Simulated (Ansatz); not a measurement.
```xyz
7

Si    0.3558    0.0000   -0.1510
H     0.4242    0.0000    1.3423
H     1.7502    0.0000   -0.6876
H    -0.3536    1.2243   -0.6204
H    -0.3536   -1.2243   -0.6204
Cl   -2.9461    0.0000    1.3641
H    -2.1356    0.0000    2.3621
```

The calculation used RKS PBE0-D4/def2-SVP (Ansatz 0.2.0).

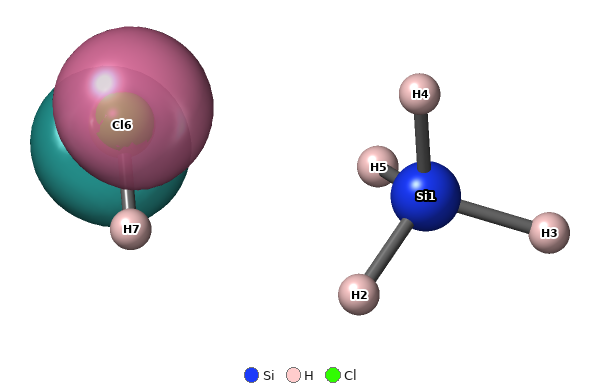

SiH4···HCl. The HOMO−1 at ±0.2 Å⁻³ᐟ² (teal and pink are the two phases), seen at a tilt.

Describe this orbital and give its energy.

Answer. Its weight (Hirshfeld) is mainly on Cl6 (about 90 %); largely a lone pair of Cl6. Its energy is −9.18 eV.
